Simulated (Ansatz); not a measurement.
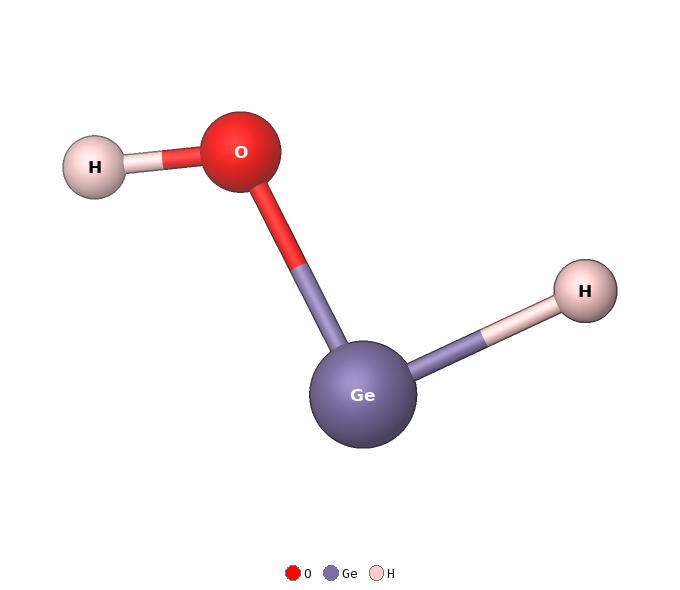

All atoms lie in one plane, which faces the viewer. The computed structure is the end point of a PBE0-D4/def2-TZVP optimisation.

Which symmetry elements does this geometry have?

It has 1 mirror plane, so the point group is Cs. The group has 2 operations. The geometry is achiral, and symmetry allows a dipole moment.
